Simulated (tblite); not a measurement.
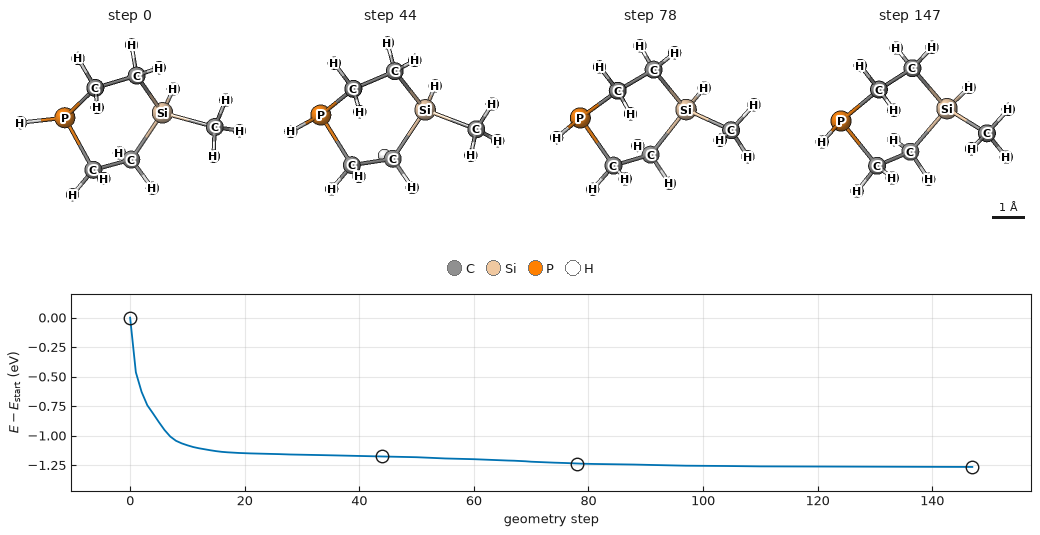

Frames of a relaxation of C5H13PSi, marked on the history of the run. The picture is a ball-and-stick view, seen at a tilt.

Level of theory: GFN2-xTB geometry optimisation, gas phase in tblite. 

**Describe the path.**

An H atom moves most after the best rigid fit: 1.34 Å. By element the largest moves are H 1.34 Å, C 0.46 Å, P 0.25 Å, Si 0.22 Å. Some distances before and after: P–Si 3.112 → 3.441 Å, C–Si 1.829 → 1.909 Å, C–C 1.480 → 1.527 Å, C–Si 1.869 → 1.905 Å. Bond angles that change, for instance: C–P–H 114.8° → 95.0°, C–P–H 112.9° → 94.9°, C–Si–C 116.7° → 107.7°. Groups turn about C–Si by about 40°, C–Si by about 30°, C–C by about 25°. The energy falls by 1.265 eV in 147 geometry steps. The run took 1.1 s on 1 thread of Arm Neoverse V2 (shared host). From step 0 to 44: an H atom moves most (0.66 Å), energy −1.176 eV. From step 44 to 78: an H atom moves most (0.79 Å), energy −0.060 eV. From step 78 to 147: H atoms move most (0.39 Å), energy −0.029 eV.

```json
{"step": "0", "E − E(0), eV": "0.0000"}
{"step": "1", "E − E(0), eV": "-0.4629"}
{"step": "2", "E − E(0), eV": "-0.6288"}
{"step": "3", "E − E(0), eV": "-0.7424"}
{"step": "4", "E − E(0), eV": "-0.8120"}
{"step": "5", "E − E(0), eV": "-0.8838"}
{"step": "6", "E − E(0), eV": "-0.9517"}
{"step": "7", "E − E(0), eV": "-1.0071"}
{"step": "8", "E − E(0), eV": "-1.0433"}
{"step": "9", "E − E(0), eV": "-1.0651"}
{"step": "10", "E − E(0), eV": "-1.0817"}
{"step": "17", "E − E(0), eV": "-1.1410"}
{"step": "24", "E − E(0), eV": "-1.1533"}
{"step": "32", "E − E(0), eV": "-1.1636"}
{"step": "39", "E − E(0), eV": "-1.1708"}
{"step": "46", "E − E(0), eV": "-1.1785"}
{"step": "53", "E − E(0), eV": "-1.1889"}
{"step": "60", "E − E(0), eV": "-1.1994"}
{"step": "68", "E − E(0), eV": "-1.2145"}
{"step": "75", "E − E(0), eV": "-1.2299"}
{"step": "82", "E − E(0), eV": "-1.2404"}
{"step": "89", "E − E(0), eV": "-1.2456"}
{"step": "97", "E − E(0), eV": "-1.2544"}
{"step": "104", "E − E(0), eV": "-1.2570"}
{"step": "111", "E − E(0), eV": "-1.2603"}
{"step": "118", "E − E(0), eV": "-1.2608"}
{"step": "125", "E − E(0), eV": "-1.2617"}
{"step": "133", "E − E(0), eV": "-1.2630"}
{"step": "140", "E − E(0), eV": "-1.2644"}
{"step": "147", "E − E(0), eV": "-1.2650"}
```
